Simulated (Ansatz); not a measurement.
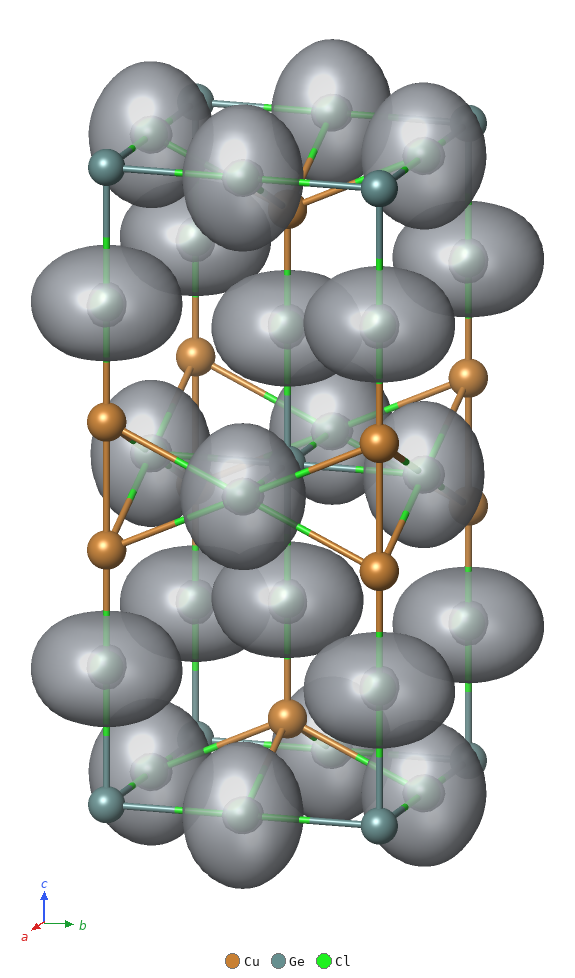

The picture shows: Cu$_{2}$GeCl$_{4}$. Isosurface of the ELF at 0.65 (grey), seen slightly off an axis. Core shells and regions of very low density are left out. Sticks mark near contacts.

Space group I4/mmm; a structure from a database of computed crystals, not necessarily the ambient phase; started from the K2MgH4-139 prototype, which need not be the ambient phase; computed without spin polarisation.

These are results of DFT, PBEsol, plane waves, PAW in Ansatz 0.2.0, not measurements.

In a PAW calculation such maps are meaningful between the atoms, not at the nuclei.

The calculation's input:

```
crystal:
  lattice:
    - [-2.37883611, 2.37883611, 8.04208307]
    - [2.37883611, -2.37883611, 8.04208307]
    - [2.37883611, 2.37883611, -8.04208307]
  atoms:
    - { symbol: Cu, position: [0.64391956, 0.64391956, 0.0] }
    - { symbol: Cu, position: [0.35608044, 0.35608044, 0.0] }
    - { symbol: Ge, position: [0.0, 0.0, 0.0] }
    - { symbol: Cl, position: [0.0, 0.5, 0.5] }
    - { symbol: Cl, position: [0.5, 0.0, 0.5] }
    - { symbol: Cl, position: [0.85194696, 0.85194696, 0.0] }
    - { symbol: Cl, position: [0.14805304, 0.14805304, 0.0] }
kpoints:
  mp_grid: { grid: [6, 6, 6] }
hamiltonian:
  xc: pbesol
scf:
  occupations: { method: fermi_dirac, width: 0.03 }
relax:
  f_tol: 0.01
  cell: {}
  max_steps: 120
output:
  write_density: true
  write_potential: true
  elf: true
  volumetric_format: npy
```

Launched as:

```sh
ansatz run input.yaml --threads 4 --pin off --max-ram 4608MiB --backend cpu --events-out ev --progress --plain --runs-dir out
```

Below, planes, directions and counts refer to the conventional cell (a = 5.09 Å, b = 5.09 Å, c = 11.65 Å, α = 90.00°, β = 90.00°, γ = 90.00°).

The fields are those of the run's last geometry, not of the input's.

**What do the ELF domains correspond to?**

The surface consists of eight regions wrapped around Cl (the valence shell of each), counted in one cell of 14 atoms. Any copies at cell faces, edges or corners count once. Profiles from the grid: Cu–Cl (2.15 Å): the ELF peaks at about 0.80 in the valence shell of Cl, 0.8 Å from its nucleus, and is about 0.40 at the midpoint. Cu–Cu (2.34 Å): the ELF is about 0.25 at the midpoint (no shared electron pair shows on this line).
